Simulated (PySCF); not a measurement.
C3H12Cl2GeSi2, SMILES [SiH](Cl)([SiH2][Ge]([CH3])([CH3])[CH3])Cl, GFN2-xTB optimised geometry. Atoms within 1.6 Å of the plane z = 0.0 Å (x, y, z in Å): Si4 (1.81, -0.56, 0.00), Ge5 (-0.57, -0.56, 0.00), C6 (-1.31, -1.50, -1.59), C7 (-1.27, 1.29, 0.00), H10 (2.34, 0.45, -0.93), H11 (2.36, -1.84, -0.49), H12 (-2.40, -1.49, -1.57), H15 (-2.36, 1.29, 0.01), H16 (-0.93, 1.83, 0.88), H17 (-0.95, 1.84, -0.88).

Calculation: B3LYP/def2-SVP in PySCF 2.14.0. Cells within 0.4 Å of a nucleus heavier than hydrogen are left out (blank, or x).

Map of the electrostatic potential (hartree/e), clipped to [-0.08, 0.12] on the plane z = 0.0 Å:

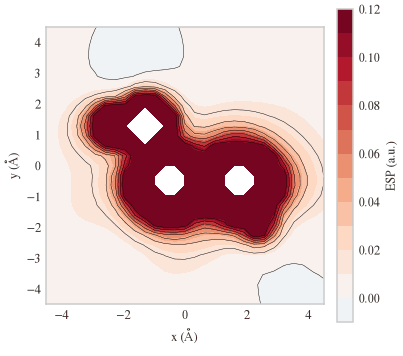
Fig. 1. Electrostatic potential (hartree/e), clipped to [-0.08, 0.12] on the plane z = 0.0 Å.
